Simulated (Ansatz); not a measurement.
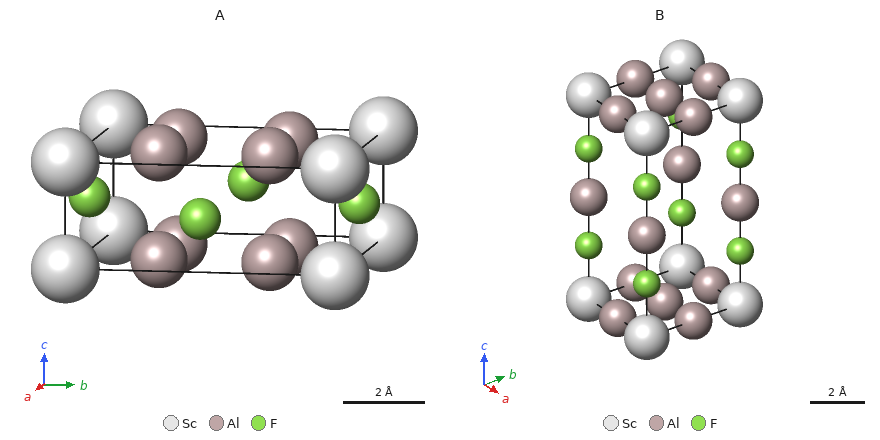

Two structures of ScAl4F2, each relaxed to rest (conventional cells in solid outline, small ones repeated, not to one scale). Method: DFT PBE, scalar-relativistic, plane waves, PAW (Ansatz), without spin polarisation.

Which structures are these?

A: 7 atoms a cell on a primitive tetragonal lattice, P4/mmm. B: 7 atoms a cell on a primitive hexagonal lattice, P6/mmm.

Which structure is more stable?

B is lower, by 418 meV/atom at this level of theory (energies at zero smearing). Volumes: A 17.9, B 32.6 Å³/atom.

One or both may be structure types tried for this composition rather than known phases.
